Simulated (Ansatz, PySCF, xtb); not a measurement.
NH3 (SMILES N) and H2Se (SMILES [SeH2]) are pulled apart as rigid monomers along the line of their centres of mass, from the B3LYP-D3(BJ)/def2-TZVP minimum. Starting geometry (charge 0, multiplicity 1):
| atom | x (Å) | y (Å) | z (Å) |
|---|---|---|---|
| N | -0.0681 | -0.1982 | 0.0157 |
| H | -0.9794 | -0.3057 | -0.4151 |
| H | 0.3835 | 0.6005 | -0.4148 |
| H | 0.4788 | -1.0217 | -0.2082 |
| Se | -0.3803 | 0.2092 | 3.6157 |
| H | 0.9475 | 0.8289 | 3.7369 |
| H | -0.2298 | 0.0566 | 2.1443 |

Interaction energies with rigid monomers; basis-set methods are counterpoise corrected unless marked otherwise.

Rows in 6-31G* carry no dispersion term and start afresh at each structure (6-31G* with six Cartesian d functions); the Pople sets are all-electron and without relativity. MP2/6-31G* freezes PySCF's default core, which leaves 3d correlated.

Run with Ansatz (Gaussian basis) for Hartree–Fock, density functionals and correlated methods; PySCF for 6-31G* rows, the dispersion terms; xtb for the GFN methods. Values without a source in brackets are computed.

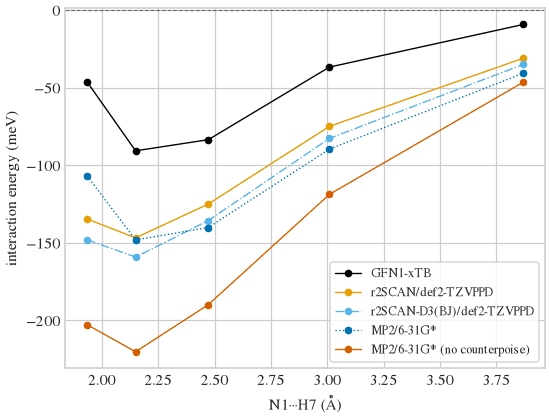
Figure. Interaction energy against separation

### Question
Which level binds most strongly at N1···H7 = 2.15, and by how much?

### Answer
MP2/6-31G* (no counterpoise), -220 meV.

Ansatz is a program for electronic structure.
